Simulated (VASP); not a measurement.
Band structure of ZrSe2 (1T layered). These are vdW-DF2, VASP's PBE PAW potentials (set 64) (plane waves; VASP) values and carry that method's errors.

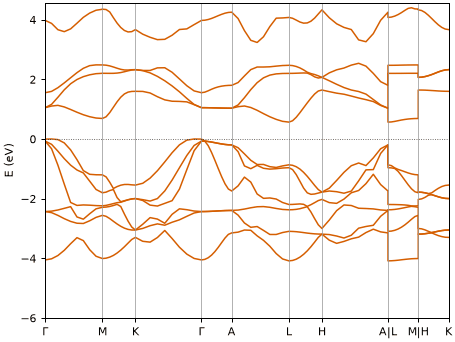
Figure. Bands along high-symmetry lines, zero at the valence-band maximum or, without a gap, the Fermi level

**Question.** Read the plot: is there a gap, and where are the band edges?

**Answer.** The gap is indirect, 0.57 eV, from the valence maximum at K-Γ at 0.89 to the conduction minimum at L. (Edges off the drawn lines would not show.)

The compound is ZrSe2 in the 1T layered structure. It was relaxed first, which changed the volume by +13 %.
